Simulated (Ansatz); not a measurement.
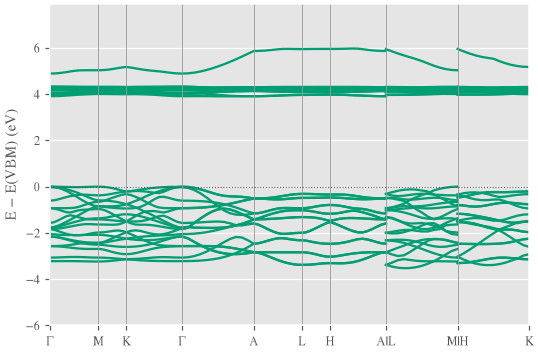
*Band structure from LDA in the plane-wave PAW code Ansatz*

Problem. Read off the gap and where the band edges lie.

Solution. About 3.9 eV (3.90 eV by a search for the band edges); maximum at M, minimum on the Γ–A line, 62 % of the way from Γ.

Problem. Which compound is it?
A) Si3N4, P6_3/m (Si on 6h, N on 2c, N on 6h)
B) MgSe, wurtzite
C) CaO, P6_3/mmc (Ca on 2d, O on 2c)
D) LaCl3, P6_3/m (La on 2c, Cl on 6h)

Solution. D, LaCl3, P6_3/m (La on 2c, Cl on 6h)

The workflow started from a Materials Project entry (that database holds measured and hypothetical structures alike); the Crystallography Open Database copy checked does not list it. Its standing as an ambient phase is unchecked. Symmetry was held in the LDA relaxation; its stability against distortions is not shown here. Spin–orbit coupling is left out wherever it is not named.

Potentials: the later of the program's two PAW sets.
